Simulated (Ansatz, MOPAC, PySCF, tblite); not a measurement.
Breaking a bond: SMILES C(=S)=S. The C1–S3 bond (C1 also carries S; S3 carries nothing else) is stretched with both fragments frozen at the PBE0/def2-TZVP optimised geometry.

```
3

C      0.0000     0.0000     0.0000
S      0.0000    -0.0001    -1.5485
S      0.0000     0.0000     1.5484
```

Levels of theory: UKS-B3LYP/6-311+G** = unrestricted B3LYP/6-311+G**, spherical d (PySCF 2.14.0); RKS-PBE0 = restricted PBE0/cc-pVTZ in Ansatz (a program for electronic structure); GFN2-xTB, 300 K electronic temperature (tblite); PM6, restricted, heats of formation (MOPAC); UKS-PBE0 = Ansatz with unrestricted PBE0/cc-pVTZ.

Energies are in kJ/mol, each relative to the lowest point of its own curve near equilibrium.

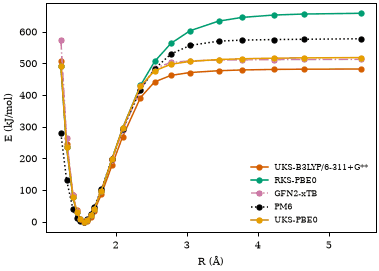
Fig. 1. Energy against bond length for each method.

```tsv
R / Å	UKS-B3LYP/6-311+G**	RKS-PBE0	GFN2-xTB	PM6	UKS-PBE0
1.23	508.3	491.4	572.9	278.4	491.4
1.31	246.7	235.3	263.4	131.9	235.3
1.40	84.3	77.8	83.0	39.2	77.8
1.45	36.2	32.0	32.9	12.8	32.0
1.50	9.8	7.7	7.4	0.7	7.7
1.55	0.0	0.0	0.0	0.0	0.0
1.60	2.9	5.0	5.9	8.6	5.0
1.65	15.3	19.7	21.3	24.7	19.7
1.70	34.7	41.3	43.4	46.4	41.3
1.80	86.7	98.1	99.8	101.7	98.1
1.95	178.5	197.6	195.7	198.4	197.6
2.10	268.7	295.6	288.5	293.2	295.6
2.35	391.7	430.1	416.4	417.2	428.0
2.55	441.3	505.8	484.2	482.8	476.5
2.78	461.9	563.0	502.8	529.4	497.0
3.05	470.9	603.0	507.7	556.5	506.1
3.45	476.6	633.1	510.2	570.0	511.8
3.78	479.0	644.9	511.0	573.2	514.3
4.23	480.7	652.4	511.6	575.0	516.2
4.65	481.4	655.5	512.1	575.9	517.2
5.45	482.0	657.9	512.5	577.5	518.0
```

At the longest distance, 5.45 Å, RKS-PBE0 lies highest above its minimum (657.9 kJ/mol) and UKS-B3LYP/6-311+G** lowest (482.0 kJ/mol).

The unrestricted determinant behind UKS-B3LYP/6-311+G**, UKS-PBE0 is spin-contaminated at 2.35 to 5.45 Å (<S²> up to 1.0, against 0.00 for a pure singlet). The restricted form behind RKS-PBE0, PM6 keeps the bonding electrons paired and can't separate into open-shell fragments.
